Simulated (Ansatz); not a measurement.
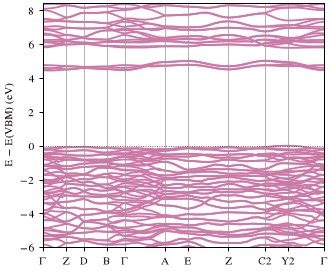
Figure: Band structure from plane-wave PAW r²SCAN (Ansatz code)

Q: Read off the gap and where the band edges lie.

A: About 4.4 eV (4.45 eV by a search for the band edges); maximum at Y2, minimum on the Γ–Z line, 33 % of the way from Γ.

Q: Which compound is it?
A. LaTaO4, P2_1/c (Pearson symbol mP24)
B. ZrB2O5, P2_1/c (Pearson symbol mP32)
C. K2ZnI4, P2_1/m (Pearson symbol mP14)
D. S, P2/c (Pearson symbol mP32)

A: B, ZrB2O5, P2_1/c (Pearson symbol mP32)

The workflow started from a Materials Project entry (that database holds measured and hypothetical structures alike); the Crystallography Open Database copy checked does not list it. Its standing as an ambient phase is unchecked. The r²SCAN relaxation kept the symmetry of its start; its stability against distortions is not shown here. No spin polarisation was allowed. Scalar-relativistic: spin–orbit coupling is off unless named, which matters more the heavier the elements.

Potentials: the later of the program's two PAW sets.
